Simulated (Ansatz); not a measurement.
Breaking the Si1–H2 bond in H3NSi (SMILES N[SiH]) (multiplicity 1 held, fragments rigid). Energies count from the point at 1.530 Å.
Geometry at that point (charge 0, multiplicity 1):
```xyz
5

Si    -0.245     0.391     0.510
H     -0.586     1.474    -0.515
N      0.398    -0.690    -0.654
H      0.463    -0.528    -1.648
H      0.765    -1.593    -0.395
```

R- and RO- levels are restricted; in cc, def2 and unpolarised 6-31G sets they are followed outwards from rest. Active spaces are followed from a long bond inwards. Curves can end on different states.

Cores are frozen in the correlated methods.

Codes used: Ansatz (Gaussian orbitals). Each number belongs to the level named beside it.

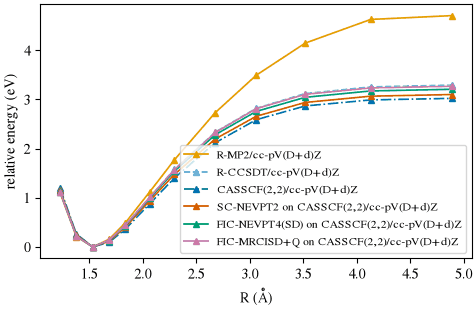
Figure: Relative energy along the coordinate

Question: Read off the R-MP2/cc-pV(D+d)Z curve at R = 2.677.

Answer: about 2.7 eV

Doubts at one or more of the structures used: a restricted determinant that unrestricted orbitals would lower (R-MP2/cc-pV(D+d)Z, R-CCSDT/cc-pV(D+d)Z); T1 above 0.05 (R-CCSDT/cc-pV(D+d)Z); other coupled-cluster roots lie near (R-CCSDT/cc-pV(D+d)Z).

Ansatz is an electronic-structure program.
